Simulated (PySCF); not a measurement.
# C2H9AlO (SMILES C[O+](C)[AlH3-]) at 6 levels

Wanted: a comparison of 6 runs (HF/STO-3G, HF/3-21G, B3LYP/6-31G*, PBE0/def2-SVP, CAM-B3LYP/def2-SVPD) of C2H9AlO. The job is set up through a Python script.

Program for the calculation: PySCF 2.14.0.

## 1. The molecule

The species is C2H9AlO (13 atoms), meant as a singlet with charge 0. SMILES: `C[O+](C)[AlH3-]`. The coordinates come from a PBE0-D4/def2-TZVP relaxation.

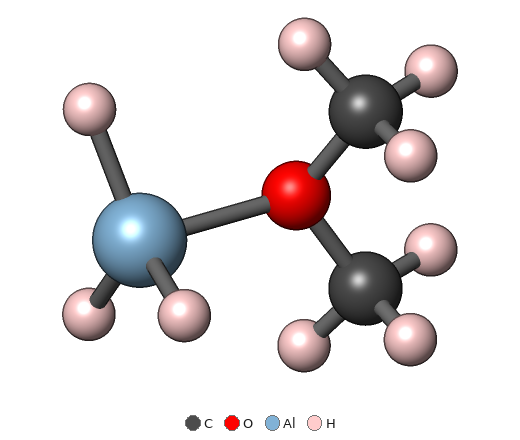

Viewed from a chosen angle; carbon dark grey, oxygen red, aluminium light blue, hydrogen pink.

## 2. Energy and gradient at HF/STO-3G (run 1)

Input file input.py:

```python
import pyscf.grad
from pyscf import gto

system = gto.Mole()
system.atom = '''
C       -0.125900       1.186800      -0.841900
O       -0.308900       0.164400       0.133800
C        0.392100       0.416100       1.348700
Al      -0.343900      -1.706300      -0.517300
H       -0.717000       0.903500      -1.710600
H       -0.480900       2.137300      -0.437700
H        0.930200       1.262700      -1.115700
H        0.042900       1.358300       1.776700
H        1.468600       0.461800       1.160900
H        0.165400      -0.409200       2.020700
H       -1.404300      -1.526600      -1.700800
H       -0.793800      -2.422300       0.840100
H        1.196100      -1.861300      -0.942200
'''
system.charge = 0
system.verbose = 3
system.max_memory = 1860
system.basis = 'sto-3g'
system.build()

myscf = system.RHF()
myscf.conv_tol = 1e-10
myscf.kernel()
if not myscf.converged:
    myscf = myscf.newton().run(myscf.mo_coeff, myscf.mo_occ)

etot = myscf.e_tot
print(f'total energy: {etot:.8f} hartree')
grad = myscf.Gradients().kernel()
myscf.analyze()
```

The run is started by

```console
$ OMP_NUM_THREADS=1 python input.py
```

Standard output:

```text
converged SCF energy = -392.895106804035
[... 12 lines left out ...]
MO #3   energy= -11.1464601558514  occ= 2
[... 5 lines left out ...]
MO #9   energy= -1.3934219385995   occ= 2
[... 5 lines left out ...]
MO #15  energy= -0.574495838386755 occ= 2
[... 5 lines left out ...]
MO #21  energy= -0.285542357343324 occ= 2
[... 5 lines left out ...]
MO #27  energy= 0.651031494723151  occ= 0
[... 5 lines left out ...]
MO #33  energy= 0.743103041873481  occ= 0
[... 14 lines left out ...]
Dipole moment(X, Y, Z, Debye):  1.01889,  4.54081,  1.35941
```

It took 7.8 s on 1 thread of Intel Xeon at 2.50GHz (Skylake/Cascade Lake), shared host; peak memory 0.12 GiB.

## 3. Energy and forces at HF/3-21G (run 2)

Input file job.py:

```python
# C[O+](C)[AlH3-]
from pyscf import gto, scf

molecule = gto.M(
    atom='''
C   -0.125900   1.186800  -0.841900
O   -0.308900   0.164400   0.133800
C    0.392100   0.416100   1.348700
Al  -0.343900  -1.706300  -0.517300
H   -0.717000   0.903500  -1.710600
H   -0.480900   2.137300  -0.437700
H    0.930200   1.262700  -1.115700
H    0.042900   1.358300   1.776700
H    1.468600   0.461800   1.160900
H    0.165400  -0.409200   2.020700
H   -1.404300  -1.526600  -1.700800
H   -0.793800  -2.422300   0.840100
H    1.196100  -1.861300  -0.942200
''',
    max_memory=1860,
    spin=0,
    basis='3-21g',
    verbose=4,
)

calc0 = scf.RHF(molecule)
calc0.conv_tol = 1e-10
calc0.kernel()
if not calc0.converged:
    calc0 = calc0.newton().run(calc0.mo_coeff, calc0.mo_occ)

energy = calc0.e_tot
print('E = %.10f Eh' % energy)
grad = calc0.nuc_grad_method().kernel()
calc0.analyze()
```

The run is started by

```console
$ OMP_NUM_THREADS=1 python job.py
```

Standard output:

```text
PySCF version 2.14.0

[... 82 lines left out ...]
Two-electron Energy =                  325.104951226581647
[... 13 lines left out ...]
MO #10  energy= -1.02555381733858  occ= 2
[... 11 lines left out ...]
MO #22  energy= 0.137722814337094  occ= 0
[... 11 lines left out ...]
MO #34  energy= 0.403785142776337  occ= 0
[... 11 lines left out ...]
MO #46  energy= 1.28677043153249   occ= 0
[... 11 lines left out ...]
MO #58  energy= 3.39979804761541   occ= 0
[... 74 lines left out ...]
Dipole moment(X, Y, Z, Debye):  1.33502,  5.30908,  1.55517
```

Wall time 8.4 s (1 thread of Intel Xeon at 2.50GHz (Skylake/Cascade Lake), shared host); peak memory 0.13 GiB.

Runs 3 to 4 aren't shown in full; the table further down has their settings and results.

## 4. Energy and gradient at PBE0/def2-SVP (run 5)

Input file run.py:

```python
from pyscf import gto, dft

system = gto.M(
    atom='''
C     -0.237917     2.242727    -1.590960
O     -0.583736     0.310671     0.252845
C      0.740962     0.786315     2.548674
Al    -0.649877    -3.224440    -0.977555
H     -1.354934     1.707368    -3.232566
H     -0.908769     4.038912    -0.827133
H      1.757823     2.386157    -2.108367
H      0.081069     2.566815     3.357476
H      2.775252     0.872676     2.193783
H      0.312561    -0.773276     3.818570
H     -2.653742    -2.884856    -3.214046
H     -1.500065    -4.577484     1.587559
H      2.260301    -3.517347    -1.780500
''',
    charge=0,
    spin=0,
    verbose=4,
    unit='bohr',
    basis='def2-svp',
    max_memory=1860,
)

mf = dft.RKS(system, xc='pbe0')
mf.conv_tol = 1e-10
mf.grids.level = 5
mf.kernel()
if not mf.converged:
    mf = mf.newton().run(mf.mo_coeff, mf.mo_occ)

e_tot = mf.e_tot
print('E(%s) = %.9f' % ('PBE0', e_tot))
grad = mf.nuc_grad_method().kernel()
dip = mf.dip_moment()
pop, q = mf.mulliken_pop()
```

The run is started by

```console
$ OMP_NUM_THREADS=1 python run.py
```

Standard output:

```text
PySCF version 2.14.0

[... 78 lines left out ...]
converged SCF energy = -398.75890106303
[... 13 lines left out ...]
Dipole moment(X, Y, Z, Debye):  1.02781,  4.94884,  1.50103
[... 119 lines left out ...]
charge of   12H =     -0.20216
```

Run time: 1.8 min. Hardware: 1 thread of Intel Xeon at 2.50GHz (Skylake/Cascade Lake), shared host; peak memory 1.1 GiB.

## 5. Energy and forces at CAM-B3LYP/def2-SVPD (run 6)

Input file mol.xyz:

```xyz
13
C2H9AlO
C     -0.125900     1.186800    -0.841900
O     -0.308900     0.164400     0.133800
C      0.392100     0.416100     1.348700
Al    -0.343900    -1.706300    -0.517300
H     -0.717000     0.903500    -1.710600
H     -0.480900     2.137300    -0.437700
H      0.930200     1.262700    -1.115700
H      0.042900     1.358300     1.776700
H      1.468600     0.461800     1.160900
H      0.165400    -0.409200     2.020700
H     -1.404300    -1.526600    -1.700800
H     -0.793800    -2.422300     0.840100
H      1.196100    -1.861300    -0.942200
```

Input file run.py:

```python
from pyscf import gto, dft

mol = gto.M(
    atom='mol.xyz',
    basis='def2-svpd',
    max_memory=1860,
    spin=0,
    verbose=4,
)

calc0 = dft.RKS(mol, xc='cam-b3lyp')
calc0.conv_tol = 1e-10
calc0.grids.level = 5
calc0.kernel()
if not calc0.converged:
    calc0 = calc0.newton().run(calc0.mo_coeff, calc0.mo_occ)

etot = calc0.e_tot
print('E(%s) = %.9f' % ('CAM-B3LYP', etot))
grad = calc0.nuc_grad_method().kernel()
dip = calc0.dip_moment()
pop, q = calc0.mulliken_pop()
```

The run is started by

```console
$ OMP_NUM_THREADS=1 python run.py
```

Standard output:

```text
PySCF version 2.14.0

[... 79 lines left out ...]
converged SCF energy = -399.002021140962
[... 13 lines left out ...]
Dipole moment(X, Y, Z, Debye):  0.97872,  4.81601,  1.46603
[... 173 lines left out ...]
charge of   12H =     -0.03115
```

Run time: 6.8 min. Hardware: 1 thread of Intel Xeon at 2.50GHz (Skylake/Cascade Lake), shared host; peak memory 2 GiB.

## 6. All runs side by side

```
run                               level  integration grid  Cartesian functions  energy (Eh)  dipole moment (D)  HOMO energy (eV)  LUMO energy (eV)  wall time
  1                           HF/STO-3G                 –                   no  -392.895107               4.85             -7.77             11.79      7.8 s
  2                            HF/3-21G                 –                   no  -395.554183               5.69            -10.32              3.75      8.4 s
  3  B3LYP/6-31G* (spherical functions)                 5                   no  -399.262822               5.22             -7.09              0.33       75 s
  4  B3LYP/6-31G* (Cartesian functions)                 5                  yes  -399.266576               5.22             -7.09              0.31       77 s
  5                       PBE0/def2-SVP                 5                   no  -398.758901               5.27             -7.33              0.47    1.8 min
  6                 CAM-B3LYP/def2-SVPD                 5                   no  -399.002021               5.13             -8.79              0.77    6.8 min
```

## 7. What came out

| quantity | value |
| --- | --- |
| run 6: total energy | -399.00202 Eh |
| run 6: dipole moment | 5.13 D |
| run 6: HOMO energy | -8.79 eV |
| run 6: LUMO energy | 0.77 eV |
| run 6: HOMO–LUMO gap | 9.56 eV |
| run 6: largest force on an atom | 0.196 eV/Å |

The dipole moment (its size) runs from 4.85 D (HF/STO-3G) to 5.69 D (HF/3-21G). The HOMO–LUMO gap runs from 7.40 eV (B3LYP/6-31G*) to 19.56 eV (HF/STO-3G). The two ends differ in method and basis. Totals of different functionals can't be ranked against each other. In run 1 the basis is minimal, so the values are rough. All runs together took 11 min, the longest 6.8 min.
